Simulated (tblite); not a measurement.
# Geometry relaxation of C$_{6}$H$_{9}$BSi (part 1 of 4)

System: C$_{6}$H$_{9}$BSi.
Method: GFN2-xTB geometry optimisation, gas phase (tblite 0.8.0).

It belongs to a series of runs on one base structure; here: H on Si replaced by vinyl.

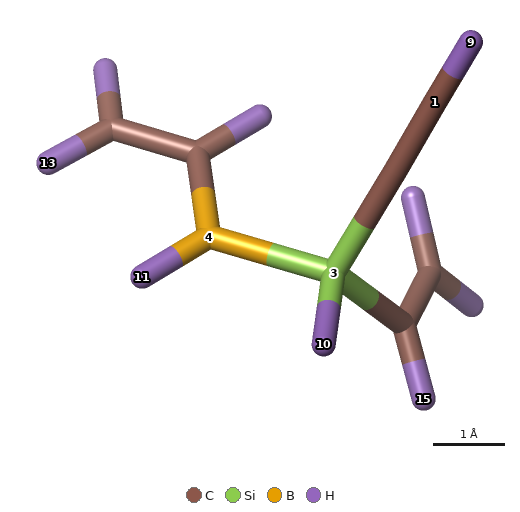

*The starting structure (stick view, seen at a tilt; atoms are numbered from 1 in the order of the input).*

Bond lengths as drawn: B–C 1.58 Å, B–H 1.18 Å, B–Si 1.93 Å, C–C 1.20 to 1.34 Å, C–H 1.06 to 1.09 Å, C–Si 1.82 to 1.85 Å and H–Si 1.47 Å.

Results in brief:

| quantity | value |
| --- | --- |
| outcome | converged |
| total energy | −549.8029 eV |
| hardware | 1 CPU thread, shared host |
| wall time | 0.98 s |
| peak memory | 0.18 GiB |

Input file:
```
{"job": {"kind": "relax", "xc": "GFN2-xTB", "basis": "xTB"}, "charge": 0, "multiplicity": 1}
C     -1.804600     2.671500    -0.005800
C     -1.348900     1.690200    -0.519000
Si    -0.626700     0.190800    -1.262100
B      1.233900     0.038100    -0.777600
C      1.660500     0.040500     0.746800
C      2.935800    -0.077100     1.097600
C     -1.578400    -1.296900    -0.725800
C     -1.746100    -1.578800     0.573700
H     -2.220100     3.539300     0.439400
H     -0.727600     0.299900    -2.724700
H      2.046800    -0.057900    -1.622000
H      0.896200     0.150700     1.505700
H      3.724500    -0.186400     0.371400
H      3.213400    -0.063800     2.148900
H     -2.005200    -1.944500    -1.476300
H     -1.350200    -0.939900     1.356900
H     -2.310300    -2.463600     0.863000
```

The first line tells a small driver script what to run in tblite; the rest is the geometry in Å.

Launch command:
```bash
OMP_NUM_THREADS=1 python <driver script> task.json out
```

Log:
```
step      E/eV     max force
  0    -549.57665    1.552
  1    -549.64941    1.090
  2    -549.67380    1.319
  3    -549.68798    1.127
  4    -549.71187    0.376
  5    -549.72593    0.350
  6    -549.73892    0.344
  7    -549.74724    0.216
  8    -549.75310    0.199
  9    -549.75662    0.168
 10    -549.75976    0.186
 11    -549.76310    0.169
 12    -549.76554    0.118
 13    -549.76687    0.081
 14    -549.76777    0.069
 15    -549.76859    0.067
 16    -549.76920    0.056
 17    -549.76960    0.048
 18    -549.76998    0.050
 19    -549.77044    0.054
 20    -549.77087    0.046
 21    -549.77116    0.038
 22    -549.77136    0.035
 23    -549.77157    0.039
 24    -549.77183    0.046
 25    -549.77209    0.042
 26    -549.77230    0.033
 27    -549.77246    0.033
 28    -549.77263    0.033
 29    -549.77281    0.036
 30    -549.77297    0.033
 31    -549.77312    0.030
 32    -549.77326    0.028
 33    -549.77340    0.032
 34    -549.77352    0.027
 35    -549.77361    0.022
 36    -549.77369    0.021
 37    -549.77378    0.025
 38    -549.77391    0.035
 39    -549.77406    0.042
 40    -549.77418    0.032
 41    -549.77426    0.021
 42    -549.77433    0.024
 43    -549.77443    0.037
 44    -549.77458    0.053
 45    -549.77483    0.057
 46    -549.77517    0.054
 47    -549.77561    0.061
 48    -549.77620    0.071
 49    -549.77704    0.111
 50    -549.77804    0.115
 51    -549.77891    0.073
 52    -549.77962    0.065
 53    -549.78029    0.094
 54    -549.78094    0.141
 55    -549.78188    0.124
 56    -549.78332    0.058
 57    -549.78387    0.057
 58    -549.78460    0.074
 59    -549.78534    0.075
 60    -549.78542    0.156
 61    -549.78646    0.050
 62    -549.78685    0.053
 63    -549.78789    0.079
 64    -549.78843    0.056
 65    -549.78897    0.049
 66    -549.78929    0.037
 67    -549.78947    0.032
 68    -549.78973    0.041
 69    -549.78997    0.036
 70    -549.79015    0.049
 71    -549.79030    0.034
 72    -549.79043    0.034
 73    -549.79076    0.049
 74    -549.79104    0.028
 75    -549.79146    0.041
 76    -549.79176    0.040
 77    -549.79203    0.036
 78    -549.79232    0.043
 79    -549.79274    0.046
 80    -549.79329    0.067
 81    -549.79370    0.071
 82    -549.79430    0.064
 83    -549.79479    0.058
 84    -549.79574    0.064
 85    -549.79624    0.044
 86    -549.79680    0.051
 87    -549.79716    0.056
 88    -549.79755    0.048
 89    -549.79798    0.061
 90    -549.79833    0.050
 91    -549.79857    0.034
 92    -549.79874    0.036
 93    -549.79894    0.042
 94    -549.79912    0.042
 95    -549.79938    0.037
 96    -549.79956    0.030
 97    -549.79971    0.024
 98    -549.79983    0.020
 99    -549.79994    0.015
100    -549.80003    0.017
101    -549.80011    0.016
102    -549.80015    0.018
103    -549.80020    0.023
104    -549.80027    0.021
105    -549.80042    0.029
106    -549.80065    0.042
107    -549.80087    0.055
108    -549.80103    0.076
109    -549.80111    0.031
110    -549.80117    0.039
111    -549.80126    0.026
112    -549.80148    0.038
113    -549.80161    0.027
114    -549.80170    0.022
115    -549.80177    0.024
116    -549.80188    0.024
117    -549.80201    0.041
118    -549.80221    0.044
119    -549.80242    0.036
120    -549.80259    0.021
121    -549.80266    0.033
122    -549.80272    0.054
123    -549.80276    0.020
124    -549.80281    0.011
125    -549.80283    0.011
126    -549.80286    0.011
127    -549.80287    0.010
128    -549.80289    0.012
129    -549.80290    0.007
```

Trajectory as extended XYZ (Å, eV, eV/Å), 47 of the 130 frames kept, from step=0 to step=129:
```
17
Properties=species:S:1:pos:R:3:forces:R:3 step=0 energy=-549.57665
C    -1.8046    2.6715   -0.0058   -0.3620   0.7240   0.3760
C    -1.3489    1.6902   -0.5190   -0.3060   0.2680   0.0800
Si   -0.6267    0.1908   -1.2621    0.8740   0.1080  -0.9250
B     1.2339    0.0381   -0.7776    0.5690  -0.0290   0.8970
C     1.6605    0.0405    0.7468   -0.2580   0.0020  -1.4720
C     2.9358   -0.0771    1.0976    0.0470   0.0260   0.7130
C    -1.5784   -1.2969   -0.7258   -0.5930  -0.5920   1.3060
C    -1.7461   -1.5788    0.5737   -0.1780  -0.2010  -0.9040
H    -2.2201    3.5393    0.4394    0.1260  -0.2090  -0.1000
H    -0.7276    0.2999   -2.7247   -0.3670   0.1020  -0.2590
H     2.0468   -0.0579   -1.6220    0.1200  -0.0230   0.2470
H     0.8962    0.1507    1.5057    0.1420  -0.0020   0.1160
H     3.7245   -0.1864    0.3714   -0.0180   0.0070   0.0710
H     3.2134   -0.0638    2.1489    0.2230  -0.0410  -0.2100
H    -2.0052   -1.9445   -1.4763   -0.0420  -0.1460   0.0580
H    -1.3502   -0.9399    1.3569   -0.1670  -0.2710  -0.2020
H    -2.3103   -2.4636    0.8630    0.1930   0.2780   0.2070
17
Properties=species:S:1:pos:R:3:forces:R:3 step=3 energy=-549.68798
C    -1.8145    2.6904    0.0038    0.4150  -0.9240  -0.4950
C    -1.3620    1.6982   -0.5188   -0.3890   0.6630   0.2720
Si   -0.5955    0.1944   -1.2920   -0.0560   0.0410   0.0050
B     1.2566    0.0368   -0.7572   -0.0240   0.0120  -0.3190
C     1.6625    0.0405    0.7154   -0.1810   0.0400   0.3210
C     2.9269   -0.0756    1.1084    0.4270  -0.0350   0.1400
C    -1.5935   -1.3036   -0.7160    0.0120   0.1000   0.6600
C    -1.7570   -1.5918    0.5755    0.0770   0.1970  -1.0000
H    -2.2207    3.5429    0.4420   -0.1700   0.3640   0.2090
H    -0.7486    0.3056   -2.7441   -0.2850   0.0840  -0.2950
H     2.0557   -0.0596   -1.6067    0.3130  -0.0510   0.1380
H     0.9099    0.1495    1.5005    0.1520  -0.0140  -0.1650
H     3.7209   -0.1855    0.3806   -0.0350   0.0120   0.1380
H     3.2253   -0.0656    2.1481    0.0490  -0.0140  -0.0400
H    -2.0076   -1.9518   -1.4701   -0.1060  -0.1750  -0.0120
H    -1.3603   -0.9563    1.3435    0.0040   0.0120   0.1360
H    -2.3051   -2.4564    0.8770   -0.2030  -0.3120   0.3080
17
Properties=species:S:1:pos:R:3:forces:R:3 step=6 energy=-549.73892
C    -1.8168    2.6908    0.0025   -0.1480   0.2830   0.1270
C    -1.3779    1.7047   -0.5254    0.0620  -0.1620  -0.1580
Si   -0.5900    0.2039   -1.3103   -0.2310   0.0630  -0.0850
B     1.2678    0.0379   -0.7669    0.0050   0.0320  -0.0250
C     1.6723    0.0413    0.7181   -0.0080   0.0030  -0.0470
C     2.9365   -0.0757    1.1194    0.1050  -0.0110  -0.0210
C    -1.5984   -1.2941   -0.7155   -0.0140  -0.0790  -0.2060
C    -1.7670   -1.5987    0.5571   -0.0460  -0.0440   0.3250
H    -2.2269    3.5576    0.4523    0.0870  -0.1990  -0.0780
H    -0.7890    0.3167   -2.7782   -0.1790   0.0440   0.0790
H     2.0943   -0.0661   -1.5864    0.2470  -0.0500   0.0320
H     0.9233    0.1488    1.4910   -0.1040   0.0220   0.0840
H     3.7223   -0.1846    0.3944    0.1850  -0.0160  -0.0400
H     3.2392   -0.0680    2.1518    0.0350  -0.0030   0.1440
H    -2.0141   -1.9639   -1.4603   -0.0020   0.0490  -0.0150
H    -1.3694   -0.9701    1.3404   -0.0350  -0.0210  -0.0040
H    -2.3131   -2.4685    0.9059    0.0410   0.0900  -0.1130
17
Properties=species:S:1:pos:R:3:forces:R:3 step=8 energy=-549.75310
C    -1.8211    2.6950    0.0025   -0.0230   0.0060  -0.0210
C    -1.3878    1.7091   -0.5333    0.0280  -0.0500  -0.0880
Si   -0.6002    0.2117   -1.3250   -0.0300  -0.0630   0.0210
B     1.2738    0.0406   -0.7743    0.0510   0.0220  -0.0070
C     1.6806    0.0417    0.7174   -0.1160   0.0210   0.0060
C     2.9450   -0.0761    1.1250    0.0750  -0.0110  -0.0590
C    -1.6023   -1.2946   -0.7191   -0.0120  -0.0750   0.0680
C    -1.7740   -1.6029    0.5567    0.0350   0.0560   0.1150
H    -2.2263    3.5564    0.4549    0.0130  -0.0440   0.0030
H    -0.8226    0.3256   -2.7920   -0.1370   0.0310   0.1320
H     2.1304   -0.0727   -1.5730    0.0150  -0.0210   0.0790
H     0.9241    0.1499    1.4910    0.0310   0.0030  -0.0360
H     3.7351   -0.1852    0.3994    0.0990  -0.0040   0.0420
H     3.2486   -0.0696    2.1614   -0.0260  -0.0010   0.0050
H    -2.0184   -1.9683   -1.4570   -0.0200   0.0240  -0.0930
H    -1.3758   -0.9775    1.3404   -0.0090   0.0380   0.0190
H    -2.3159   -2.4710    0.9151    0.0270   0.0680  -0.1850
17
Properties=species:S:1:pos:R:3:forces:R:3 step=11 energy=-549.76310
C    -1.8236    2.6920   -0.0033    0.0280  -0.0940  -0.0610
C    -1.3903    1.7088   -0.5456   -0.0170   0.0320   0.0100
Si   -0.6077    0.2057   -1.3257    0.1490  -0.0470   0.0640
B     1.2781    0.0445   -0.7777   -0.0180  -0.0170   0.0360
C     1.6824    0.0434    0.7167    0.0480   0.0140  -0.0440
C     2.9505   -0.0767    1.1218    0.0010   0.0050   0.0330
C    -1.6035   -1.3016   -0.7152    0.0430   0.0760  -0.0460
C    -1.7727   -1.5978    0.5634    0.0040   0.0030  -0.1050
H    -2.2244    3.5498    0.4562   -0.0130   0.0080   0.0130
H    -0.8560    0.3334   -2.7812   -0.1120   0.0090   0.0310
H     2.1496   -0.0785   -1.5588   -0.0460   0.0000   0.0240
H     0.9254    0.1514    1.4898    0.0630   0.0020  -0.0290
H     3.7536   -0.1861    0.4060   -0.0410   0.0110   0.0680
H     3.2482   -0.0705    2.1636   -0.0450  -0.0060  -0.0910
H    -2.0221   -1.9659   -1.4643    0.0060   0.0220   0.0570
H    -1.3780   -0.9728    1.3467    0.0040   0.0370   0.0290
H    -2.3164   -2.4673    0.8977   -0.0530  -0.0540   0.0110
17
Properties=species:S:1:pos:R:3:forces:R:3 step=14 energy=-549.76777
C    -1.8254    2.6876   -0.0091   -0.0100   0.0140   0.0120
C    -1.3915    1.7069   -0.5541    0.0420  -0.0380   0.0140
Si   -0.5981    0.2015   -1.3239   -0.0110   0.0640  -0.0220
B     1.2820    0.0445   -0.7768    0.0160  -0.0230  -0.0110
C     1.6878    0.0461    0.7128    0.0060   0.0090   0.0120
C     2.9531   -0.0763    1.1216    0.0090   0.0060   0.0030
C    -1.6007   -1.2986   -0.7168    0.0290   0.0210   0.0000
C    -1.7730   -1.5958    0.5608   -0.0150  -0.0130   0.0080
H    -2.2242    3.5452    0.4572    0.0030  -0.0500  -0.0340
H    -0.8889    0.3391   -2.7727   -0.0380  -0.0120   0.0410
H     2.1579   -0.0823   -1.5478   -0.0120  -0.0030  -0.0600
H     0.9334    0.1525    1.4858    0.0010   0.0140   0.0220
H     3.7614   -0.1856    0.4160    0.0130   0.0010  -0.0310
H     3.2450   -0.0718    2.1604   -0.0160  -0.0030   0.0620
H    -2.0237   -1.9629   -1.4625    0.0190   0.0220   0.0260
H    -1.3811   -0.9702    1.3494   -0.0270  -0.0370  -0.0480
H    -2.3209   -2.4680    0.8898   -0.0100   0.0290   0.0060
17
Properties=species:S:1:pos:R:3:forces:R:3 step=17 energy=-549.76960
C    -1.8255    2.6838   -0.0117    0.0040  -0.0020   0.0090
C    -1.3871    1.7040   -0.5535    0.0230   0.0050   0.0330
Si   -0.5937    0.2054   -1.3241   -0.0010  -0.0370  -0.0040
B     1.2848    0.0417   -0.7776    0.0250   0.0090  -0.0140
C     1.6909    0.0482    0.7126    0.0010  -0.0050   0.0090
C     2.9557   -0.0755    1.1229    0.0060   0.0010   0.0130
C    -1.5955   -1.2944   -0.7171   -0.0090  -0.0250   0.0230
C    -1.7745   -1.5959    0.5582   -0.0040   0.0100   0.0140
H    -2.2249    3.5386    0.4539   -0.0330   0.0210   0.0030
H    -0.9061    0.3395   -2.7646   -0.0190  -0.0020  -0.0290
H     2.1577   -0.0841   -1.5523   -0.0020  -0.0130  -0.0440
H     0.9371    0.1550    1.4868    0.0020   0.0140  -0.0010
H     3.7647   -0.1850    0.4169    0.0000   0.0030   0.0080
H     3.2408   -0.0726    2.1648    0.0040   0.0010   0.0140
H    -2.0215   -1.9586   -1.4590    0.0170   0.0060  -0.0440
H    -1.3848   -0.9722    1.3463    0.0050   0.0040   0.0240
H    -2.3252   -2.4657    0.8873   -0.0190   0.0120  -0.0140
17
Properties=species:S:1:pos:R:3:forces:R:3 step=20 energy=-549.77087
C    -1.8254    2.6815   -0.0113    0.0040  -0.0050   0.0090
C    -1.3789    1.7018   -0.5472    0.0090   0.0150   0.0290
Si   -0.5911    0.2030   -1.3248    0.0180  -0.0060   0.0140
B     1.2906    0.0410   -0.7806   -0.0140   0.0040  -0.0020
C     1.6941    0.0492    0.7130    0.0190   0.0050  -0.0370
C     2.9584   -0.0748    1.1261   -0.0110  -0.0030   0.0120
C    -1.5925   -1.2952   -0.7150    0.0040   0.0060  -0.0340
C    -1.7767   -1.5947    0.5594   -0.0080  -0.0010  -0.0130
H    -2.2308    3.5358    0.4511   -0.0200   0.0050  -0.0030
H    -0.9225    0.3392   -2.7623    0.0060  -0.0030  -0.0090
H     2.1575   -0.0878   -1.5634    0.0000  -0.0070   0.0100
H     0.9399    0.1594    1.4875    0.0070   0.0040  -0.0350
H     3.7676   -0.1843    0.4191   -0.0090   0.0010   0.0450
H     3.2384   -0.0730    2.1706    0.0140   0.0040  -0.0360
H    -2.0166   -1.9541   -1.4634    0.0090  -0.0100  -0.0040
H    -1.3869   -0.9730    1.3483    0.0070   0.0130   0.0350
H    -2.3322   -2.4619    0.8830   -0.0340  -0.0200   0.0180
17
Properties=species:S:1:pos:R:3:forces:R:3 step=22 energy=-549.77136
C    -1.8253    2.6811   -0.0099   -0.0020   0.0030   0.0120
C    -1.3749    1.7015   -0.5427    0.0130  -0.0030   0.0130
Si   -0.5890    0.2020   -1.3249   -0.0130   0.0270   0.0060
B     1.2928    0.0410   -0.7822   -0.0120  -0.0030  -0.0140
C     1.6960    0.0498    0.7113   -0.0010   0.0110  -0.0210
C     2.9587   -0.0746    1.1279   -0.0040  -0.0010  -0.0120
C    -1.5915   -1.2954   -0.7154    0.0050   0.0010   0.0000
C    -1.7783   -1.5944    0.5594   -0.0080  -0.0030  -0.0010
H    -2.2348    3.5356    0.4499   -0.0070  -0.0130  -0.0090
H    -0.9279    0.3388   -2.7629    0.0210  -0.0030   0.0250
H     2.1574   -0.0898   -1.5674    0.0060  -0.0060   0.0190
H     0.9417    0.1614    1.4851   -0.0080   0.0030  -0.0340
H     3.7679   -0.1839    0.4227    0.0250  -0.0070   0.0170
H     3.2389   -0.0729    2.1714    0.0070   0.0050  -0.0030
H    -2.0141   -1.9533   -1.4657    0.0040  -0.0110   0.0090
H    -1.3876   -0.9734    1.3505   -0.0140  -0.0130  -0.0090
H    -2.3369   -2.4612    0.8830   -0.0110   0.0120   0.0030
17
Properties=species:S:1:pos:R:3:forces:R:3 step=25 energy=-549.77209
C    -1.8253    2.6800   -0.0065   -0.0070   0.0020   0.0050
C    -1.3675    1.7013   -0.5341   -0.0050  -0.0030   0.0000
Si   -0.5880    0.2037   -1.3232   -0.0040  -0.0130   0.0060
B     1.2939    0.0406   -0.7869    0.0220  -0.0040  -0.0070
C     1.6988    0.0525    0.7054   -0.0040   0.0000   0.0140
C     2.9591   -0.0745    1.1284    0.0180   0.0070  -0.0190
C    -1.5893   -1.2958   -0.7156   -0.0050  -0.0070   0.0270
C    -1.7817   -1.5943    0.5588   -0.0070  -0.0010   0.0050
H    -2.2420    3.5336    0.4472   -0.0080   0.0070   0.0100
H    -0.9324    0.3380   -2.7592    0.0170   0.0090   0.0120
H     2.1586   -0.0937   -1.5699    0.0150  -0.0080  -0.0070
H     0.9423    0.1650    1.4761   -0.0220   0.0090  -0.0090
H     3.7733   -0.1848    0.4303    0.0300  -0.0110  -0.0280
H     3.2398   -0.0717    2.1715   -0.0270   0.0070   0.0160
H    -2.0098   -1.9538   -1.4673    0.0020  -0.0030   0.0140
H    -1.3911   -0.9757    1.3525   -0.0210  -0.0110  -0.0260
H    -2.3456   -2.4583    0.8827    0.0050   0.0170  -0.0150
```
